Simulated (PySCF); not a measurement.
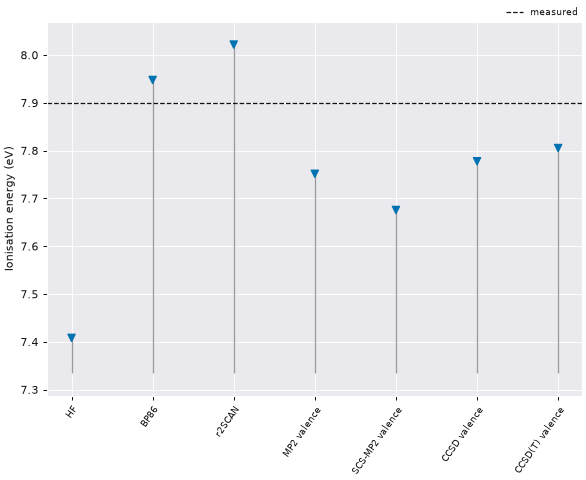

The ionisation energy of an atom or ion with 32 electrons in the configuration [Ar] 3d¹⁰ 4s² 4p² by several methods. PySCF, cc-pVTZ-PP with a 10-electron core potential, unrestricted single determinants, no spin-orbit coupling. Methods marked “valence” freeze 18 core electrons.

Name the element and charge.

Answer. Ge I (neutral germanium). The values run from 7.408 eV (HF) to 8.022 eV (r2SCAN). The measured value is 7.899 eV; nearest to it come BP86 (+0.048) and CCSD(T) valence (−0.094), furthest HF (−0.491 eV).

Caveat: spin-orbit shift not estimated.
